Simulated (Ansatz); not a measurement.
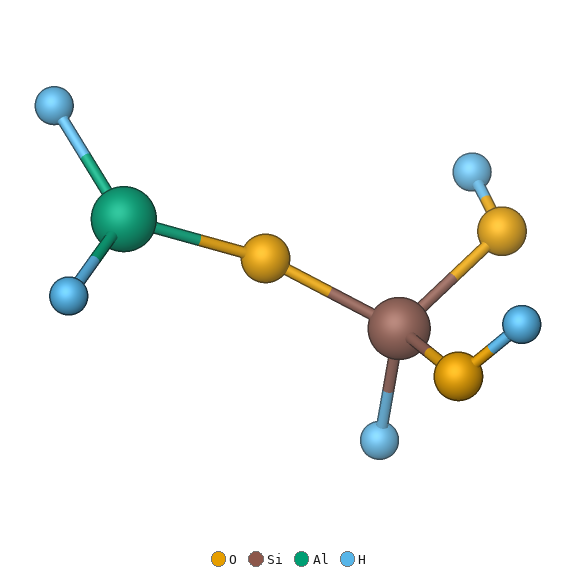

The picture shows a molecular structure as a ball-and-stick model.

What does the picture show?

The molecule is AlH5O3Si. SMILES: `O[SiH](O)[O][AlH2]`. Among its groups: Si–H bond, Si–O bond. Coordination, clear cases only: 2 O bent; 1 Si tetrahedral; 1 Al trigonal planar.

The parts below concern this one geometry. Atoms keep their numbers from picture to picture. The computed structure is the end point of a PBE0-D4/def2-TZVP optimisation. No frequency run is at hand to confirm it as a minimum.

Charges

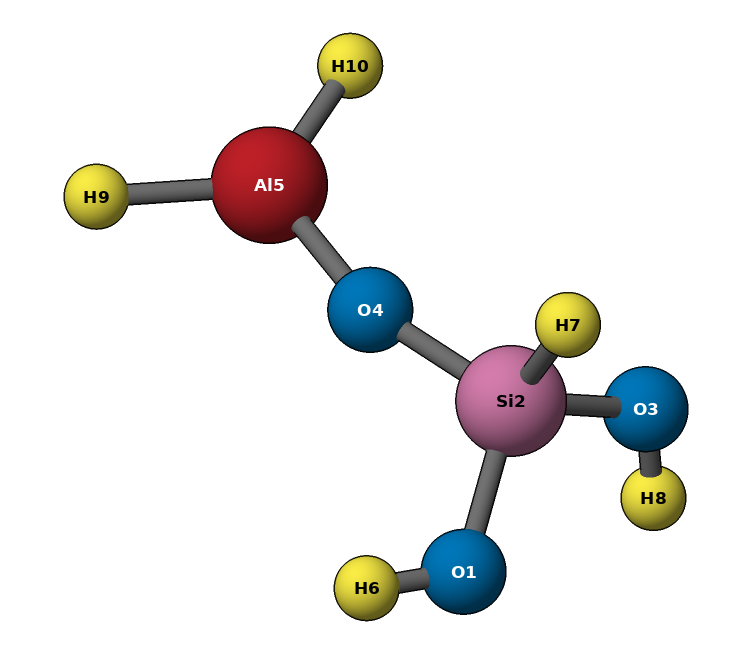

The questions are on Mulliken charges. No frequency run is at hand to confirm it as a minimum. Level of theory: RKS PBE-D4/def2-TZVPP (Ansatz 0.2.0).

Question: Which atom carries the highest charge (most positive or least negative)?

Answer: Si2 (0.54 e).

Question: And the lowest?

Answer: O3 (−0.37 e).

Give the Mulliken charges atom by atom.

| atom | value (e) |
| --- | --- |
| O1 | −0.36 |
| Si2 | 0.54 |
| O3 | −0.37 |
| O4 | −0.24 |
| Al5 | 0.39 |
| H6 | 0.19 |
| H7 | −0.11 |
| H8 | 0.19 |
| H9 | −0.11 |
| H10 | −0.11 |

Levels of theory compared

No frequency run is at hand to confirm it as a minimum. Program: Ansatz 0.2.0.

At this fixed geometry, give HOMO–LUMO gap (eV) at these levels: B3LYP-D4/def2-TZVPP; PBE-D4/def2-TZVPP; PBE0-D4/def2-TZVPP; r2SCAN-D4/def2-TZVPP; ωB97M-V/def2-TZVPP; ωB97X-V/def2-TZVPP.

| level | HOMO–LUMO gap (eV) |
| --- | --- |
| B3LYP-D4/def2-TZVPP | 6.76 |
| PBE-D4/def2-TZVPP | 5.04 |
| PBE0-D4/def2-TZVPP | 7.18 |
| r2SCAN-D4/def2-TZVPP | 5.76 |
| ωB97M-V/def2-TZVPP | 11.01 |
| ωB97X-V/def2-TZVPP | 11.51 |

Dipole moment

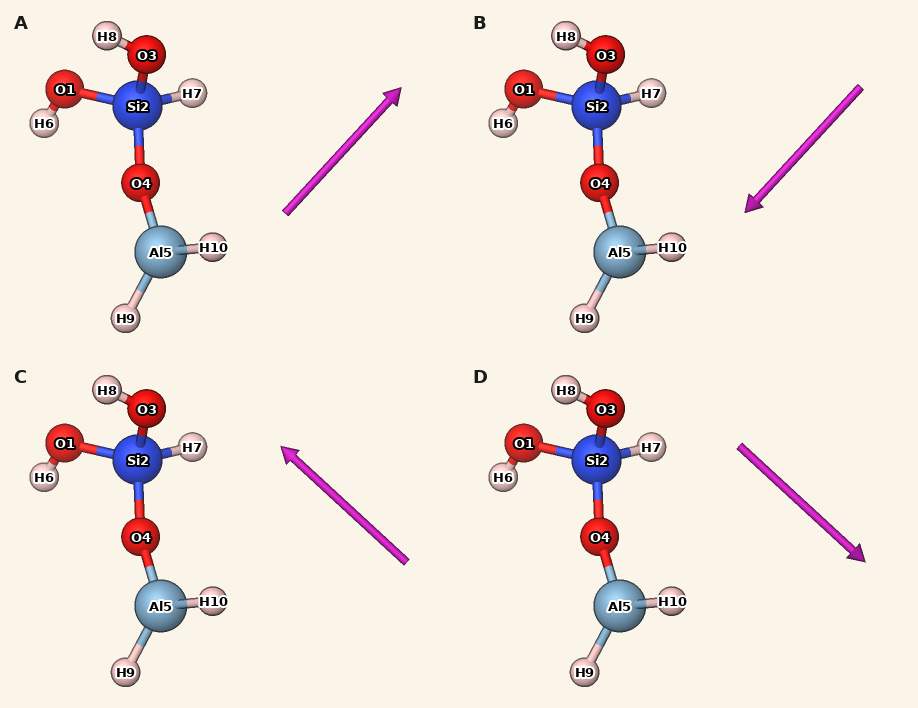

The same molecule four times, each with an arrow. No frequency run is at hand to confirm it as a minimum. Properties computed with RKS B3LYP-D4/def2-TZVPP (Ansatz 0.2.0).

Question: Which arrow points along the dipole moment, from the negative to the positive end?

Answer: B. The dipole moment is 1.74 D; it points from the side of O3, H7 to the side of H9 (the outermost atoms at the two ends).

Mulliken values depend strongly on the basis set and can even reverse the polarity of a bond.
